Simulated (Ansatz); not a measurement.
# CaF2: pressure series

The reference is CaF2 in the fluorite structure (space group Fm-3m, No. 225).

```xyz
3
Lattice="0.0000 2.7555 2.7555 2.7555 0.0000 2.7555 2.7555 2.7555 0.0000" Properties=species:S:1:pos:R:3 pbc="T T T"
Ca     0.0000     0.0000     0.0000
F      1.3777     1.3777     1.3777
F      4.1332     4.1332     4.1332
```

Cell and atoms are relaxed at each pressure.

Method: PBE (Ansatz, a quantum-chemistry and plane-wave program), no spin-orbit coupling.

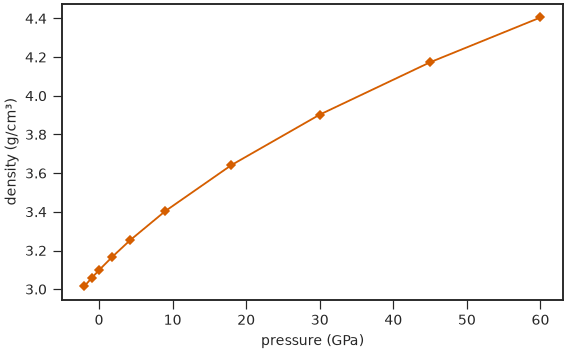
Figure. Density against pressure

**Question.** From the plot, what is the density for pressure 18 GPa?

**Answer.** About 3.6 g/cm³.

**Question.** Is the trend monotonic over the range shown?

**Answer.** Yes, it rises throughout, spanning 3.01 g/cm³ to 4.41 g/cm³.

Load acts through the strain it causes; cell and atoms are relaxed under it. Whether these cells are dynamically stable was not tested. No other phases were tried under pressure.
